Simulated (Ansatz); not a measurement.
Ligand exchange: CH3Na + Sn(SH)2 → NaSH + Sn(CH3)(SH)

Gas-phase species: CH3Na `[CH3][Na]`, singlet; Sn(SH)2, singlet; NaSH `[Na][SH]`, singlet; Sn(CH3)(SH), singlet. The partners trade CH3 for SH: Na–CH3 and Sn–SH bonds give way to Na–SH and Sn–CH3.

Shapes, held fixed at every level: PBE0-D4/def2-TZVP. Flexible molecules stand in one conformer, not always the lowest. Programs: Ansatz 0.2.0. Electronic energies: no zero-point or thermal term.

```
             level                    kind  ΔE (kJ/mol)  less CCSD(T)/def2-TZVPP
     HF/def2-TZVPP            Hartree–Fock        -95.7                    -21.0
PBE0-D4/def2-TZVPP           global hybrid        -66.1                     +8.6
wB97M-V/def2-TZVPP  range-separated hybrid        -70.4                     +4.3
 B2PLYP/def2-TZVPP           double hybrid        -64.9                     +9.8
    MP2/def2-TZVPP     perturbation theory        -72.2                     +2.5
   CCSD/def2-TZVPP   coupled cluster or CI        -79.7                     -5.0
CCSD(T)/def2-TZVPP   coupled cluster or CI        -74.7                      0.0
```

The highest level, CCSD(T)/def2-TZVPP, gives ΔE = -74.7 kJ/mol; the levels span -95.7 to -64.9. The column of differences is taken from that level and isn't an error. No measured value is set beside it here. For atoms past krypton def2 sets carry core potentials with scalar relativity. Outer-core shells of Na, Sn are correlated, in sets that cover them unevenly.

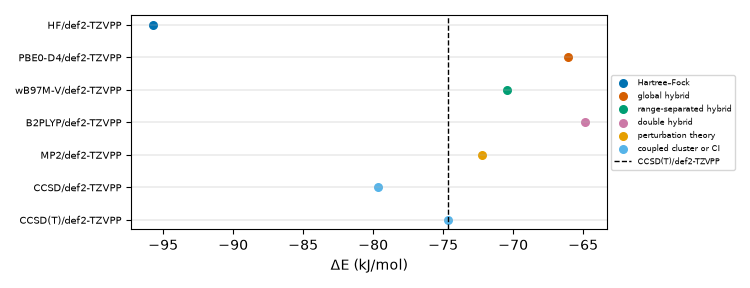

The values of the table, level by level.
